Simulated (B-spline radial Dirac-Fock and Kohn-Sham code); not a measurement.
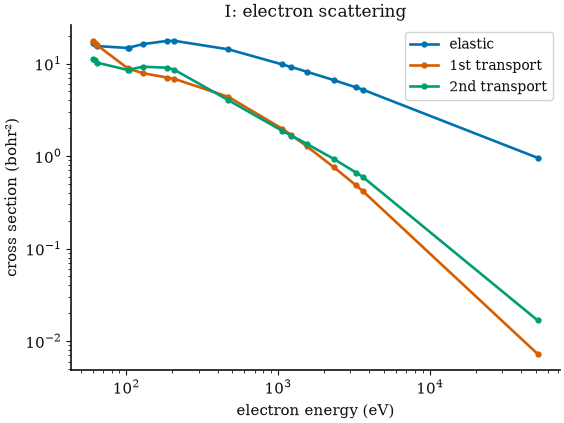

Figure. Integrated elastic and transport cross sections for electrons against energy. It refers to the iodine atom. The calculation used Dirac partial waves in the static Dirac–Fock field with Furness–McCarthy exchange, no polarisation or absorption (a radial B-spline solver).

The elastic and first transport cross sections are 16.6 and 17.4 bohr² at 60.7 eV, 14.3 and 4.37 bohr² at 471 eV and 0.958 and 0.00726 bohr² at 51.3 keV. Their ratio rises overall from 0.95 to 130 as the scattering turns forward. The model is rough under about 200 eV.
